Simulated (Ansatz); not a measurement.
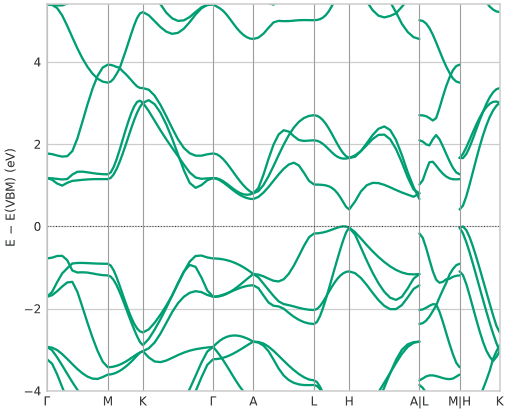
Figure: Band structure from r²SCAN+D4 in the plane-wave PAW code Ansatz

### Question
Read off the gap and where the band edges lie.

### Answer
About 0.4 eV (0.41 eV by a search for the band edges); maximum on the H–K line, 6 % of the way from H, minimum at H.

The material is Te (trigonal Se type, space group No. 152).

Space group P3_121 (trigonal Se type). The r²SCAN+D4 relaxation kept the symmetry of its start; phonons on a q-mesh show no instability. Spin–orbit coupling is left out wherever it is not named.

Potentials: the later of the program's two PAW sets.
